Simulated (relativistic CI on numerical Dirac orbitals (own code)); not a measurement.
Rh⁴⁺: relativistic CI calculation

Rh⁴⁺. Computed at this level: Dirac-Coulomb-Breit CI, KLI orbitals optimised for each configuration, model QED (radiative potential, 1s self-energy scaled to tabulated hydrogen-like ionisation energies), Kramers-Heisenberg scattering through one core-hole configuration in a parametric crystal field (relativistic CI on numerical Dirac orbitals, in-house).

## Input
```
atom Rh  Z=45  charge=4  electrons=41
nucleus A=103  rms_radius_fm=4.4945
hamiltonian dirac-coulomb  breit=on  qed=on  c_scale=1
orbitals kli  potential=per-configuration
slater_scale 1
correlation none
mixing on
configurations
  [Kr] 4d5
  [He] 2s2 2p5 3s2 3p6 3d10 4s2 4p6 4d6
end
rixs L2,3 T=300 core_hole_width=2.4
crystal_field D4h 10Dq=28200 Ds=-210 Dt=690
```

Hardware: 1 CPU thread, shared host.

The run was one of a batch that the task file lists, launched with:
```bash
python <driver script> task.json out
```

The program writes its results to a structured record and prints no log; tables and figures of this report are taken from that record.

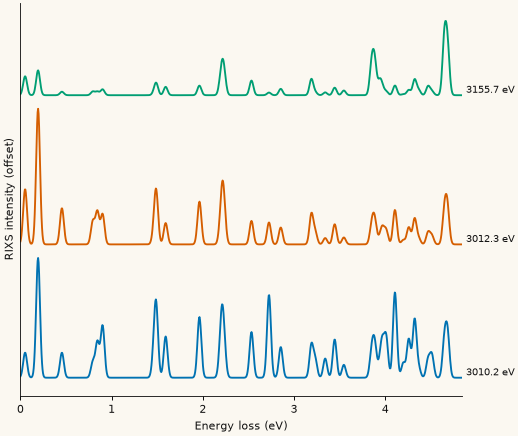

Resonant inelastic X-ray scattering at the L₂,₃ edge of Rh⁴⁺, [Kr] 4d⁵, in a field of D4h symmetry with 10Dq = 28,200, Ds = −210, Dt = 690 cm⁻¹, for three incident energies; the elastic line is left out and the lowest final levels are broadened by a Gaussian of 0.05 eV. Computed by the Kramers–Heisenberg formula on Dirac–Coulomb–Breit multiplets, Slater integrals scaled by 1, 300 K, core-hole width 2.4 eV, all polarisations summed. At 3010.2 eV the curve peaks at 0.19, 0.90, 1.5, 2.0, 2.2, 2.7, 4.0, 4.1, 4.3 and 4.7 eV; among the strongest single levels are 0.193 eV (Γ₇, S = 1.2, 88 %), 2.72 eV (Γ₇, S = 0.6, 61 %) and 4.11 eV (Γ₇, S = 1.5, 45 %). At 3012.3 eV the curve peaks at 0.048, 0.19, 0.46, 0.84, 1.5, 2.0, 2.2, 3.9, 4.1 and 4.7 eV; among the strongest single levels are 0.193 eV (Γ₇, S = 1.2, 100 %), 0.0511 eV (Γ₇, S = 2.5, 41 %) and 0.455 eV (Γ₆, S = 0.7, 27 %). At 3155.7 eV the curve peaks at 0.048, 0.19, 1.5, 2.2, 2.5, 3.2, 3.9, 3.9, 4.3 and 4.7 eV; among the strongest single levels are 4.65 eV (S = 1.3, 39 %), 4.69 eV (S = 1.2, 22 %) and 0.193 eV (Γ₇, S = 1.2, 18 %). Percentages refer to the strongest inelastic level of all.

## Summary

| quantity | value |
| --- | --- |
| outcome | converged |
| CPU time | 2 s |

## Notes

Caveats: free-ion energies: absolute edge positions are off by a few eV from solids; atomic spin-orbit and Slater integrals without covalency.
